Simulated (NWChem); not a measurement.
**Energy and gradient calculation of BOF (part 2 of 3)**

Continued. System: BOF. Method: TPSS/def2-SVP, RKS (NWChem 7.3.0). The geometry comes from this level: PBE0-D4/def2-TZVP.

Geometry of the input (Å):
```
O  0.9831  -0.5651  0.4799
B  0.0203  -0.0116  0.0099
F  -1.0034  0.5768  -0.4898
```

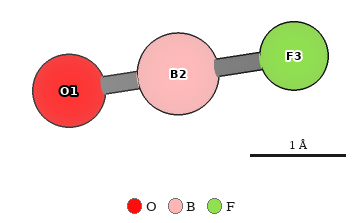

Figure 1. The input geometry (ball-and-stick view, seen at a tilt; atoms are numbered from 1 in the order of the input).

### What the program printed, continued
```
 Vector   11  Occ=2.000000D+00  E=-3.127234D-01
              MO Center=  6.9D-01, -4.0D-01,  3.4D-01, r^2= 1.1D+00
   Bfn.  Coefficient  Atom+Function         Bfn.  Coefficient  Atom+Function
  ----- ------------  ---------------      ----- ------------  ---------------
     5      0.440165  1 O  py                 4      0.317215  1 O  px
     8      0.282080  1 O  py                19     -0.213501  2 B  py
     7      0.203284  1 O  px                33      0.159780  3 F  py
    18     -0.153840  2 B  px                 6     -0.131412  1 O  pz
    36     -0.118654  3 F  py                32      0.115120  3 F  px

 Vector   12  Occ=0.000000D+00  E=-2.184040D-02
              MO Center= -1.2D-01,  7.0D-02, -5.9D-02, r^2= 2.9D+00
   Bfn.  Coefficient  Atom+Function         Bfn.  Coefficient  Atom+Function
  ----- ------------  ---------------      ----- ------------  ---------------
    17      1.245472  2 B  s                 31     -0.411839  3 F  s
     3     -0.320492  1 O  s                 30     -0.183256  3 F  s
    32      0.167299  3 F  px                 4      0.157241  1 O  px
     2     -0.144690  1 O  s                 35     -0.129246  3 F  px
    18      0.102674  2 B  px                 7      0.098084  1 O  px

 Vector   13  Occ=0.000000D+00  E= 2.755799D-02
              MO Center=  1.0D-01, -5.9D-02,  5.1D-02, r^2= 2.1D+00
   Bfn.  Coefficient  Atom+Function         Bfn.  Coefficient  Atom+Function
  ----- ------------  ---------------      ----- ------------  ---------------
    23     -0.586496  2 B  pz                20      0.534441  2 B  pz
     9      0.366873  1 O  pz                 6      0.347265  1 O  pz
    34     -0.243751  3 F  pz                37      0.213528  3 F  pz
    21      0.199253  2 B  px                18     -0.181567  2 B  px
    22     -0.151424  2 B  py                19      0.137984  2 B  py

 Vector   14  Occ=0.000000D+00  E= 2.755799D-02
              MO Center=  1.0D-01, -6.0D-02,  5.1D-02, r^2= 2.1D+00
   Bfn.  Coefficient  Atom+Function         Bfn.  Coefficient  Atom+Function
  ----- ------------  ---------------      ----- ------------  ---------------
    22     -0.545912  2 B  py                19      0.497455  2 B  py
     8      0.341473  1 O  py                21     -0.328211  2 B  px
     5      0.323214  1 O  py                18      0.299085  2 B  px
    33     -0.226915  3 F  py                 7      0.205330  1 O  px
    36      0.198779  3 F  py                 4      0.194369  1 O  px

 Vector   15  Occ=0.000000D+00  E= 1.941320D-01
              MO Center=  7.0D-02, -4.0D-02,  3.4D-02, r^2= 5.2D+00
   Bfn.  Coefficient  Atom+Function         Bfn.  Coefficient  Atom+Function
  ----- ------------  ---------------      ----- ------------  ---------------
    21      1.435154  2 B  px                 3     -1.156864  1 O  s
    22     -0.824990  2 B  py                23      0.700569  2 B  pz
    31      0.686400  3 F  s                 17      0.305185  2 B  s
    16      0.137418  2 B  s                 30      0.119055  3 F  s
     2     -0.104079  1 O  s                  1     -0.079731  1 O  s

 Vector   16  Occ=0.000000D+00  E= 2.583922D-01
              MO Center=  1.9D-02, -1.1D-02,  9.3D-03, r^2= 3.3D+00
   Bfn.  Coefficient  Atom+Function         Bfn.  Coefficient  Atom+Function
  ----- ------------  ---------------      ----- ------------  ---------------
    22      0.936177  2 B  py                19      0.844586  2 B  py
    21      0.568500  2 B  px                18      0.512847  2 B  px
    23     -0.062175  2 B  pz                20     -0.056103  2 B  pz
     5      0.037773  1 O  py

 Vector   17  Occ=0.000000D+00  E= 2.583922D-01
              MO Center=  1.9D-02, -1.1D-02,  9.3D-03, r^2= 3.3D+00
   Bfn.  Coefficient  Atom+Function         Bfn.  Coefficient  Atom+Function
  ----- ------------  ---------------      ----- ------------  ---------------
    23      1.008371  2 B  pz                20      0.909701  2 B  pz
    21     -0.336332  2 B  px                18     -0.303422  2 B  px
    22      0.271209  2 B  py                19      0.244672  2 B  py
     6      0.040676  1 O  pz                 9     -0.026392  1 O  pz

 Vector   18  Occ=0.000000D+00  E= 3.155334D-01
              MO Center= -1.3D-01,  7.3D-02, -6.2D-02, r^2= 2.5D+00
   Bfn.  Coefficient  Atom+Function         Bfn.  Coefficient  Atom+Function
  ----- ------------  ---------------      ----- ------------  ---------------
    16      1.838431  2 B  s                 17     -1.480699  2 B  s
    15      0.311069  2 B  s                 32      0.261743  3 F  px
    18      0.237006  2 B  px                35     -0.194436  3 F  px
     3      0.184881  1 O  s                  4      0.178812  1 O  px
    33     -0.150456  3 F  py                30     -0.145651  3 F  s

 Vector   19  Occ=0.000000D+00  E= 8.108217D-01
              MO Center=  7.4D-01, -4.3D-01,  3.6D-01, r^2= 1.6D+00
   Bfn.  Coefficient  Atom+Function         Bfn.  Coefficient  Atom+Function
  ----- ------------  ---------------      ----- ------------  ---------------
    16      1.666759  2 B  s                  7      1.324605  1 O  px
    18     -1.303469  2 B  px                 3     -1.067545  1 O  s
     8     -0.761527  1 O  py                19      0.749313  2 B  py
     9      0.646626  1 O  pz                20     -0.636292  2 B  pz
     2     -0.417745  1 O  s                 17     -0.173227  2 B  s

 Vector   20  Occ=0.000000D+00  E= 8.803882D-01
              MO Center=  4.1D-01, -2.3D-01,  2.0D-01, r^2= 2.7D+00
   Bfn.  Coefficient  Atom+Function         Bfn.  Coefficient  Atom+Function
  ----- ------------  ---------------      ----- ------------  ---------------
    16      1.911254  2 B  s                  7      1.019194  1 O  px
    35     -0.834620  3 F  px                 3     -0.774574  1 O  s
    31     -0.676318  3 F  s                  8     -0.585935  1 O  py
     4     -0.545334  1 O  px                18      0.540834  2 B  px
     9      0.497533  1 O  pz                36      0.479726  3 F  py

 Vector   21  Occ=0.000000D+00  E= 9.416372D-01
              MO Center=  6.2D-01, -3.6D-01,  3.0D-01, r^2= 2.4D+00
   Bfn.  Coefficient  Atom+Function         Bfn.  Coefficient  Atom+Function
  ----- ------------  ---------------      ----- ------------  ---------------
     9      1.038067  1 O  pz                 6     -0.750419  1 O  pz
     8      0.426105  1 O  py                37     -0.417238  3 F  pz
    34     -0.347834  3 F  pz                 5     -0.308033  1 O  py
     7     -0.261770  1 O  px                23     -0.215668  2 B  pz
     4      0.189236  1 O  px                36     -0.171269  3 F  py

 Vector   22  Occ=0.000000D+00  E= 9.416372D-01
              MO Center=  6.2D-01, -3.6D-01,  3.0D-01, r^2= 2.4D+00
   Bfn.  Coefficient  Atom+Function         Bfn.  Coefficient  Atom+Function
  ----- ------------  ---------------      ----- ------------  ---------------
     8      0.930785  1 O  py                 5     -0.672872  1 O  py
     7      0.642571  1 O  px                 4     -0.464505  1 O  px
    36     -0.374125  3 F  py                33     -0.311902  3 F  py
    35     -0.258262  3 F  px                 9     -0.220030  1 O  pz
    32     -0.215289  3 F  px                22     -0.193392  2 B  py

 Vector   23  Occ=0.000000D+00  E= 9.499327D-01
              MO Center=  2.7D-02, -1.5D-02,  1.3D-02, r^2= 9.9D-01
   Bfn.  Coefficient  Atom+Function         Bfn.  Coefficient  Atom+Function
  ----- ------------  ---------------      ----- ------------  ---------------
    25      0.764431  2 B  d -1              27     -0.483241  2 B  d  1
    28     -0.361114  2 B  d  2              24     -0.139778  2 B  d -2
    26     -0.077710  2 B  d  0              11      0.047760  1 O  d -1
    39      0.033893  3 F  d -1              13     -0.030193  1 O  d  1

 Vector   24  Occ=0.000000D+00  E= 9.499327D-01
              MO Center=  2.7D-02, -1.5D-02,  1.3D-02, r^2= 9.9D-01
   Bfn.  Coefficient  Atom+Function         Bfn.  Coefficient  Atom+Function
  ----- ------------  ---------------      ----- ------------  ---------------
    26      0.720634  2 B  d  0              24     -0.509077  2 B  d -2
    25      0.259982  2 B  d -1              27      0.256747  2 B  d  1
    28      0.248744  2 B  d  2              12      0.045024  1 O  d  0
    10     -0.031807  1 O  d -2              40      0.031950  3 F  d  0

 Vector   25  Occ=0.000000D+00  E= 1.087929D+00
              MO Center= -6.6D-01,  3.8D-01, -3.2D-01, r^2= 2.4D+00
   Bfn.  Coefficient  Atom+Function         Bfn.  Coefficient  Atom+Function
  ----- ------------  ---------------      ----- ------------  ---------------
     3      1.571985  1 O  s                  2     -1.010261  1 O  s
    35     -0.862892  3 F  px                32     -0.557463  3 F  px
     7     -0.545975  1 O  px                17     -0.543016  2 B  s
    36      0.495909  3 F  py                37     -0.421188  3 F  pz
    18      0.373398  2 B  px                33      0.320203  3 F  py

 Vector   26  Occ=0.000000D+00  E= 1.125327D+00
              MO Center= -9.9D-02,  5.7D-02, -4.8D-02, r^2= 1.7D+00
   Bfn.  Coefficient  Atom+Function         Bfn.  Coefficient  Atom+Function
  ----- ------------  ---------------      ----- ------------  ---------------
     9      0.623541  1 O  pz                34      0.552451  3 F  pz
    26     -0.525744  2 B  d  0              27      0.519712  2 B  d  1
    37      0.415370  3 F  pz                23     -0.310095  2 B  pz
    24     -0.284444  2 B  d -2              25      0.277301  2 B  d -1
     7     -0.209719  1 O  px                32     -0.185808  3 F  px

 Vector   27  Occ=0.000000D+00  E= 1.125327D+00
              MO Center= -9.9D-02,  5.7D-02, -4.8D-02, r^2= 1.7D+00
   Bfn.  Coefficient  Atom+Function         Bfn.  Coefficient  Atom+Function
  ----- ------------  ---------------      ----- ------------  ---------------
    28      0.681706  2 B  d  2               8     -0.579800  1 O  py
    33     -0.513638  3 F  py                36     -0.386130  3 F  py
    24      0.377000  2 B  d -2               7     -0.349975  1 O  px
    32     -0.310176  3 F  px                25      0.302281  2 B  d -1
    22      0.288137  2 B  py                35     -0.233310  3 F  px

 Vector   28  Occ=0.000000D+00  E= 1.209554D+00
              MO Center=  3.4D-01, -2.0D-01,  1.7D-01, r^2= 2.9D+00
   Bfn.  Coefficient  Atom+Function         Bfn.  Coefficient  Atom+Function
  ----- ------------  ---------------      ----- ------------  ---------------
     3      3.571678  1 O  s                 16     -2.574041  2 B  s
     2     -1.361184  1 O  s                 31      1.141822  3 F  s
    35      1.086270  3 F  px                 7     -0.709849  1 O  px
    21     -0.676090  2 B  px                17     -0.667835  2 B  s
    36     -0.624164  3 F  py                37      0.530190  3 F  pz

 Vector   29  Occ=0.000000D+00  E= 1.243576D+00
              MO Center= -4.9D-01,  2.8D-01, -2.4D-01, r^2= 2.1D+00
   Bfn.  Coefficient  Atom+Function         Bfn.  Coefficient  Atom+Function
  ----- ------------  ---------------      ----- ------------  ---------------
    37      1.037687  3 F  pz                34      0.536596  3 F  pz
    26      0.456109  2 B  d  0              27     -0.450506  2 B  d  1
     6     -0.439867  1 O  pz                23     -0.353202  2 B  pz
    35     -0.350569  3 F  px                 9      0.309845  1 O  pz
    36      0.271337  3 F  py                24      0.245821  2 B  d -2

 Vector   30  Occ=0.000000D+00  E= 1.243576D+00
              MO Center= -4.9D-01,  2.8D-01, -2.4D-01, r^2= 2.1D+00
   Bfn.  Coefficient  Atom+Function         Bfn.  Coefficient  Atom+Function
  ----- ------------  ---------------      ----- ------------  ---------------
    36      0.965270  3 F  py                28      0.591050  2 B  d  2
    35      0.581763  3 F  px                33      0.499074  3 F  py
     5     -0.409117  1 O  py                22     -0.328617  2 B  py
    24      0.327706  2 B  d -2              32      0.300964  3 F  px
     8      0.288025  1 O  py                25      0.261518  2 B  d -1

 Vector   31  Occ=0.000000D+00  E= 1.516541D+00
              MO Center= -7.1D-01,  4.1D-01, -3.4D-01, r^2= 2.1D+00
   Bfn.  Coefficient  Atom+Function         Bfn.  Coefficient  Atom+Function
  ----- ------------  ---------------      ----- ------------  ---------------
    31      3.360281  3 F  s                 30     -1.785525  3 F  s
     3     -1.186275  1 O  s                 16     -1.068607  2 B  s
    21      0.939677  2 B  px                 2      0.766186  1 O  s
    35      0.706373  3 F  px                18     -0.644751  2 B  px
    22     -0.540124  2 B  py                23      0.458690  2 B  pz

 Vector   32  Occ=0.000000D+00  E= 2.276269D+00
              MO Center=  6.4D-02, -3.7D-02,  3.1D-02, r^2= 1.1D+00
   Bfn.  Coefficient  Atom+Function         Bfn.  Coefficient  Atom+Function
  ----- ------------  ---------------      ----- ------------  ---------------
     2      1.034988  1 O  s                 24      0.933646  2 B  d -2
    27      0.792835  2 B  d  1               4     -0.575910  1 O  px
    28     -0.543732  2 B  d  2              30      0.540766  3 F  s
    16     -0.530165  2 B  s                 25      0.455758  2 B  d -1
    32     -0.428795  3 F  px                26      0.400342  2 B  d  0

 Vector   33  Occ=0.000000D+00  E= 2.617777D+00
              MO Center=  9.4D-01, -5.4D-01,  4.6D-01, r^2= 5.3D-01
   Bfn.  Coefficient  Atom+Function         Bfn.  Coefficient  Atom+Function
  ----- ------------  ---------------      ----- ------------  ---------------
    12      0.728541  1 O  d  0              10     -0.515624  1 O  d -2
    11      0.266718  1 O  d -1              13      0.257331  1 O  d  1
    14      0.249820  1 O  d  2              26     -0.119021  2 B  d  0
    24      0.084237  2 B  d -2              40     -0.079907  3 F  d  0
    38      0.056543  3 F  d -2              25     -0.043573  2 B  d -1

 Vector   34  Occ=0.000000D+00  E= 2.617777D+00
              MO Center=  9.4D-01, -5.4D-01,  4.6D-01, r^2= 5.3D-01
   Bfn.  Coefficient  Atom+Function         Bfn.  Coefficient  Atom+Function
  ----- ------------  ---------------      ----- ------------  ---------------
    11      0.771941  1 O  d -1              13     -0.490067  1 O  d  1
    14     -0.366489  1 O  d  2              10     -0.138883  1 O  d -2
    25     -0.126111  2 B  d -1              39     -0.084677  3 F  d -1
    12     -0.082131  1 O  d  0              27      0.080062  2 B  d  1
    28      0.059873  2 B  d  2              41      0.053736  3 F  d  1

 Vector   35  Occ=0.000000D+00  E= 2.867453D+00
              MO Center=  3.0D-01, -1.7D-01,  1.5D-01, r^2= 1.8D+00
   Bfn.  Coefficient  Atom+Function         Bfn.  Coefficient  Atom+Function
  ----- ------------  ---------------      ----- ------------  ---------------
    12      0.546591  1 O  d  0              13     -0.538063  1 O  d  1
    40     -0.346296  3 F  d  0              41      0.340960  3 F  d  1
    20     -0.321941  2 B  pz                11     -0.292223  1 O  d -1
    10      0.290331  1 O  d -2               9     -0.236818  1 O  pz
    39      0.185053  3 F  d -1              38     -0.183927  3 F  d -2

 Vector   36  Occ=0.000000D+00  E= 2.867453D+00
              MO Center=  3.0D-01, -1.7D-01,  1.5D-01, r^2= 1.8D+00
   Bfn.  Coefficient  Atom+Function         Bfn.  Coefficient  Atom+Function
  ----- ------------  ---------------      ----- ------------  ---------------
    14      0.706604  1 O  d  2              42     -0.447598  3 F  d  2
    10      0.395613  1 O  d -2              11      0.310254  1 O  d -1
    19     -0.300143  2 B  py                38     -0.250807  3 F  d -2
     8     -0.220747  1 O  py                39     -0.196585  3 F  d -1
    28      0.185878  2 B  d  2              18     -0.179327  2 B  px

 Vector   37  Occ=0.000000D+00  E= 2.964141D+00
              MO Center= -9.7D-01,  5.6D-01, -4.7D-01, r^2= 4.5D-01
   Bfn.  Coefficient  Atom+Function         Bfn.  Coefficient  Atom+Function
  ----- ------------  ---------------      ----- ------------  ---------------
    40      0.727239  3 F  d  0              38     -0.513549  3 F  d -2
    39      0.261806  3 F  d -1              41      0.259428  3 F  d  1
    42      0.251364  3 F  d  2              26     -0.099860  2 B  d  0
    12      0.084540  1 O  d  0              24      0.070516  2 B  d -2
    10     -0.059732  1 O  d -2              25     -0.035951  2 B  d -1

 Vector   38  Occ=0.000000D+00  E= 2.964142D+00
              MO Center= -9.7D-01,  5.6D-01, -4.7D-01, r^2= 4.5D-01
   Bfn.  Coefficient  Atom+Function         Bfn.  Coefficient  Atom+Function
  ----- ------------  ---------------      ----- ------------  ---------------
    39      0.771610  3 F  d -1              41     -0.487372  3 F  d  1
    42     -0.364192  3 F  d  2              38     -0.141469  3 F  d -2
    25     -0.105955  2 B  d -1              11      0.089669  1 O  d -1
    40     -0.077939  3 F  d  0              27      0.066921  2 B  d  1
    13     -0.056703  1 O  d  1              28      0.050008  2 B  d  2

 Vector   39  Occ=0.000000D+00  E= 3.502858D+00
              MO Center=  8.1D-01, -4.7D-01,  4.0D-01, r^2= 1.0D+00
   Bfn.  Coefficient  Atom+Function         Bfn.  Coefficient  Atom+Function
  ----- ------------  ---------------      ----- ------------  ---------------
     3      2.283145  1 O  s                 16     -2.175443  2 B  s
    18      1.201463  2 B  px                 7     -1.152940  1 O  px
    10     -0.747681  1 O  d -2              19     -0.690674  2 B  py
     8      0.663025  1 O  py                13     -0.634676  1 O  d  1
    20      0.586498  2 B  pz                 9     -0.562875  1 O  pz
```
